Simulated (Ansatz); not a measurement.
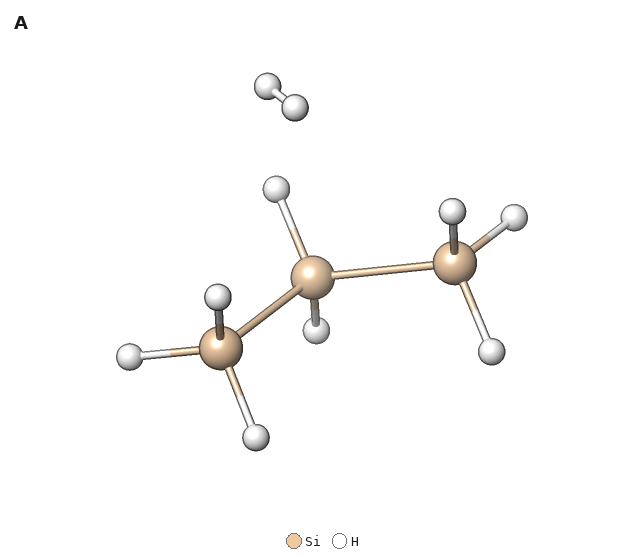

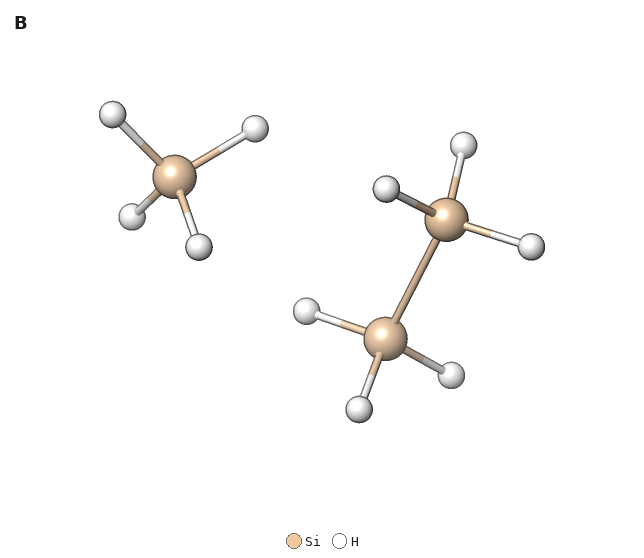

2 stationary structures of one formula. Geometries: PBE0-D4/def2-TZVP. Electronic energies: RHF/STO-3G (Ansatz 0.2.0), without zero-point energy. No frequency run is at hand to confirm each as a minimum. Each is one conformer, not always the lowest.

> Which is lowest in energy, and by how much?

B is lowest (a minimum); A lies 4.0 kcal/mol above it.

Give E(B) − E(A) in kcal/mol at these levels too: r2SCAN-D4/def2-TZVPP; B3LYP-D4/6-31G; direct RPA on PBE orbitals (frozen core)/def2-TZVPP; B97M-V/def2-TZVPP; CAM-B3LYP-D4/def2-TZVPP; SPW92 (LDA)/def2-SVP; SPW92 (LDA)/def2-TZVPP; RHF-MP2 (frozen core)/def2-QZVPP.

| level | E(B) − E(A) (kcal/mol) |
| --- | --- |
| r2SCAN-D4/def2-TZVPP | −2.6 |
| B3LYP-D4/6-31G | +1.1 |
| direct RPA on PBE orbitals (frozen core)/def2-TZVPP | −5.5 |
| B97M-V/def2-TZVPP | −3.5 |
| CAM-B3LYP-D4/def2-TZVPP | −6.1 |
| SPW92 (LDA)/def2-SVP | −3.3 |
| SPW92 (LDA)/def2-TZVPP | −2.3 |
| RHF-MP2 (frozen core)/def2-QZVPP | −3.9 |
